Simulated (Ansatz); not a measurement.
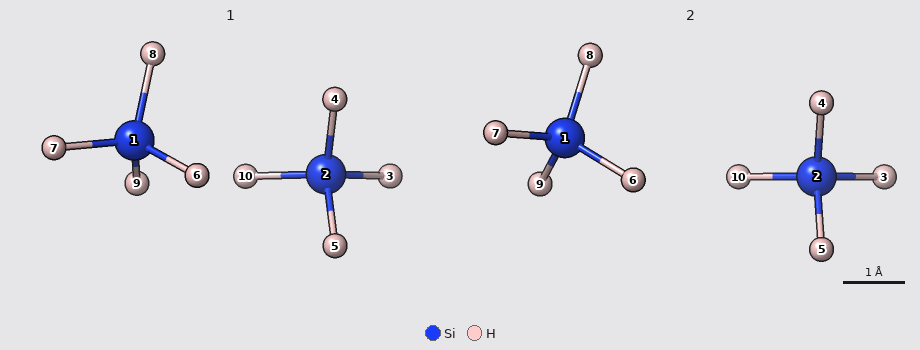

Two geometries of Si2H8, drawn at one scale. One is the start of a relaxation, the other its converged end. Style: ball-and-stick. Shown at a tilt.

These are results of RKS PBE0/6-31G* (Ansatz), not measurements. Settings: no spin polarisation; force threshold 0.03 eV/Å; at most 50 steps.

> Which geometry has the lower energy?

Structure 2 is the relaxed one. The run prepares an end point of a later path (reaction) calculation, from a guessed geometry. After 8 geometry steps the energy has fallen by 5.61 kcal/mol. The largest force component goes from 0.58 to 0.0088 eV/Å. The forces were under the threshold at step 4, but the run went on from there. H9 moves most after the best rigid fit: 0.96 Å. Largest moves by element: H 0.96 Å, Si 0.52 Å. Among the contacts that change: Si1–Si2 3.432 → 4.452 Å, Si1–H9 1.470 → 1.488 Å. Among the angles between lasting bonds that change: H7–Si1–H9 111.8° → 109.5°.
